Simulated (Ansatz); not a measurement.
SiHBrF$_{4}$: several calculations on one system

Part 1: Relaxation

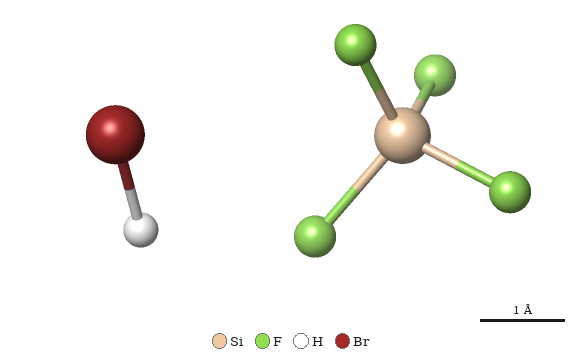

Starting structure of SiHBrF4. Style: ball-and-stick. Shown from a free direction.

The run prepares an end point of a later path (reaction) calculation, from a guessed geometry.

Method: Ansatz, RKS PBE0-D4/def2-SVP.

The input:
```yaml
crystal:
  periodic: [false, false, false]
  atoms:
    - { symbol: Si, position_ang: [-0.729224, -0.601111, -0.180891] }
    - { symbol: F, position_ang: [0.70721, -0.749224, 0.582926] }
    - { symbol: F, position_ang: [-0.799953, -1.756283, -1.263474] }
    - { symbol: F, position_ang: [-1.864909, -0.805107, 0.905549] }
    - { symbol: F, position_ang: [-0.954753, 0.785681, -0.906817] }
    - { symbol: H, position_ang: [2.047014, 0.960661, 0.7877] }
    - { symbol: Br, position_ang: [1.594616, 2.165482, 0.074907] }
basis:
  gaussian: { orbitals: def2-SVP }
hamiltonian:
  xc: pbe0
  dispersion: d4
relax:
  f_tol: 0.03
  max_steps: 50
```

Launched with:
```bash
ansatz run input.yaml --threads 2 --pin off --max-ram 3072MiB --backend cpu --events-out ev --progress --plain --runs-dir out
```

Question: Where does the relaxation end?

Answer: The largest move after the best rigid fit is that of Br7, 0.63 Å. By element the largest moves are Br 0.63 Å, H 0.25 Å, F 0.22 Å, Si 0.13 Å. Some distances before and after: H6–Br7 1.471 → 1.423 Å, Si1–F2 1.634 → 1.595 Å. Bond angles that change, for instance: F2–Si1–F5 114.8° → 109.2°. The energy falls by 0.164 eV in 12 accepted moves (13 points after the start). The largest force component goes from 1.3 to 0.028 eV/Å. The line search rejected the trial step at point 7 of the run. Cost: 49 s on 2 threads of Arm Neoverse V1, with other jobs on the host, peak memory 0.27 GiB.

Final geometry:

```xyz
7

Si   -0.7996   -0.7040   -0.2071
F     0.6507   -0.7192    0.4568
F    -0.9153   -1.9313   -1.2025
F    -1.8879   -0.8301    0.9371
F    -0.9946    0.6533   -0.9978
H     1.9088    1.0632    0.6007
Br    2.0380    2.4682    0.4127
```

After the run, drawn alike:

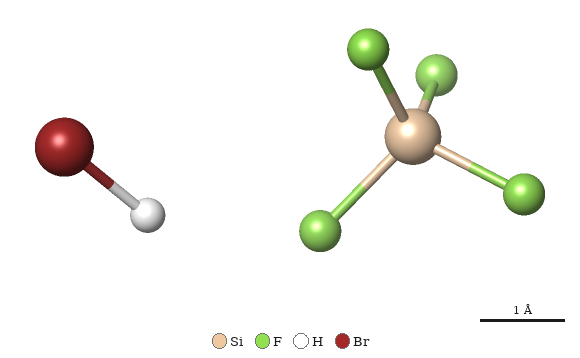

Part 2: Relaxation

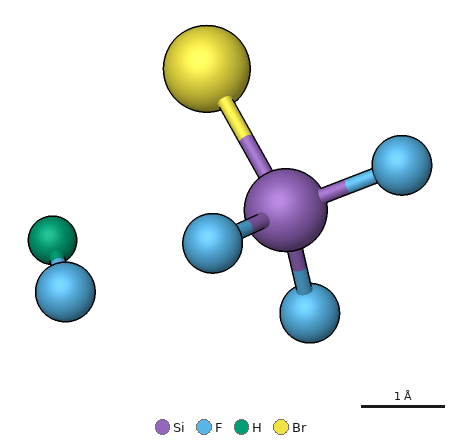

Starting structure of SiHBrF₄. A ball-and-stick model, seen at a tilt.

The run prepares an end point of a later path (reaction) calculation, from a guessed geometry.

Computed with RKS PBE0-D4/def2-SVP in Ansatz.

The input:
```yaml
crystal:
  periodic: [false, false, false]
  atoms:
    - { symbol: Si, position_ang: [-0.761448, 0.137724, -0.460935] }
    - { symbol: F, position_ang: [1.515113, -1.02442, 1.067688] }
    - { symbol: F, position_ang: [-0.191834, -1.130122, -1.225656] }
    - { symbol: F, position_ang: [-1.337121, -0.240408, 0.968698] }
    - { symbol: F, position_ang: [-1.960314, 0.734014, -1.327764] }
    - { symbol: H, position_ang: [1.929741, -0.247089, 1.289706] }
    - { symbol: Br, position_ang: [0.805864, 1.770402, -0.311836] }
basis:
  gaussian: { orbitals: def2-SVP }
hamiltonian:
  xc: pbe0
  dispersion: d4
relax:
  f_tol: 0.03
  max_steps: 50
output:
  orbitals: {}
```

Run as
```bash
ansatz run input.yaml --threads 2 --pin off --max-ram 3072MiB --backend cpu --events-out ev --progress --plain --runs-dir out
```

**What does the optimiser find from here?**

Over 5 accepted moves (6 points after the start) the energy falls by 7.02 kJ/mol. The largest force component goes from 1 to 0.023 eV/Å. The line search rejected the trial step at point 2 of the run. The atom that moves furthest after the best rigid fit is F2 (0.14 Å). By element the largest moves are F 0.14 Å, H 0.13 Å, Br 0.05 Å, Si 0.05 Å. Near-neighbour distances that change, for instance: Si1–Br7 2.268 → 2.185 Å, F2–H6 0.909 → 0.924 Å. The run took 28 s on 2 threads of Arm Neoverse V1, with other jobs on the host, peak memory 0.28 GiB.

The structure at the end:

```xyz
7

Si   -0.7175    0.1516   -0.4466
F     1.3937   -0.9980    1.1283
F    -0.1489   -1.1150   -1.2204
F    -1.3056   -0.2486    0.9750
F    -1.9332    0.7199   -1.3112
H     1.9392   -0.2526    1.1640
Br    0.7723    1.7428   -0.2892
```

After the run, drawn alike:

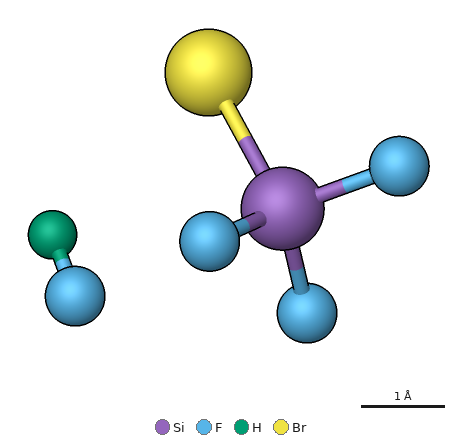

Limits of the set-up: the start holds two separate molecules, 2.8 Å apart at their closest, whose relative position is a soft coordinate.

Part 3: Path

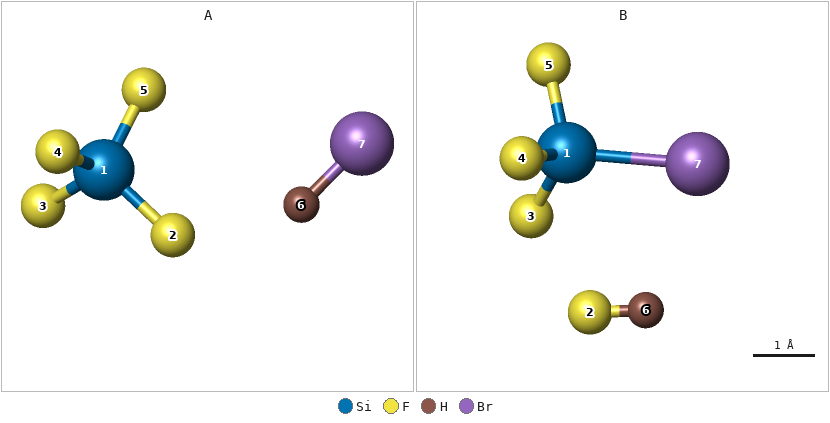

The two relaxed end points of a path for SiHBrF4. A ball-and-stick model, seen face on.

The calculation used RKS PBE0-D4/def2-SVP in Ansatz 0.2.0.

Run with 7 movable images; climbing image; force threshold 0.05 eV/Å; iteration limit 60.

Start:
```xyz
7

Si   -0.7998   -0.7044   -0.2049
F     0.6517   -0.7185    0.4563
F    -0.9169   -1.9329   -1.1988
F    -1.8859   -0.8297    0.9415
F    -0.9967    0.6519   -0.9966
H     1.9096    1.0644    0.5961
Br    2.0380    2.4693    0.4064
```

End:
```xyz
7

Si   -0.7254    0.1277   -0.4412
F     1.4296   -0.9480    1.1265
F    -0.1320   -1.1335   -1.2051
F    -1.2893   -0.2697    0.9909
F    -1.9636    0.6539   -1.3006
H     1.9562   -0.1885    1.1476
Br    0.7245    1.7582   -0.3181
```

What barrier does the band find between them, and by what path?

The energy climbs by 32.4 kcal/mol to image 4 and then falls by 21.2 kcal/mol, so the end point sits at +11.2 kcal/mol. Breaking: H6–Br7 (1.42 → 1.61 at the top → 2.73 Å), Si1–F2 (1.60 → 1.78 at the top → 2.87 Å). Forming: F2–H6 (2.19 → 1.24 at the top → 0.92 Å), Si1–Br7 (4.30 → 2.53 at the top → 2.19 Å). The band converged in 17 iterations, with a climbing image at the top. At the top, the vibrational analysis gives one imaginary mode (666i cm⁻¹), as a transition state must have.

Energies of the converged images:

```
image  path (Å)  E (kcal/mol)
    0      0.00           0.0
    1      0.85           0.0
    2      1.70           0.1
    3      2.54          11.9
    4      3.39          32.4
    5      3.80          24.1
    6      4.21          16.7
    7      4.62          12.4
    8      5.03          11.2
```

The geometry at the top of the path:

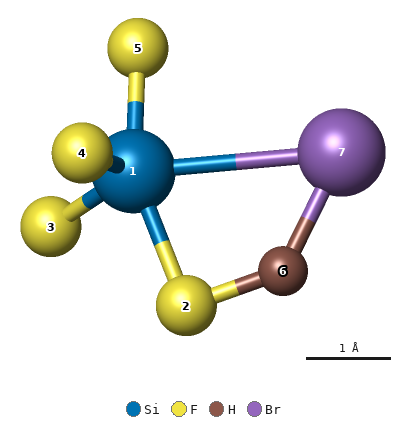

The run took 6.6 min on 2 threads of Arm Neoverse V1, with other jobs on the host, peak memory 0.28 GiB.
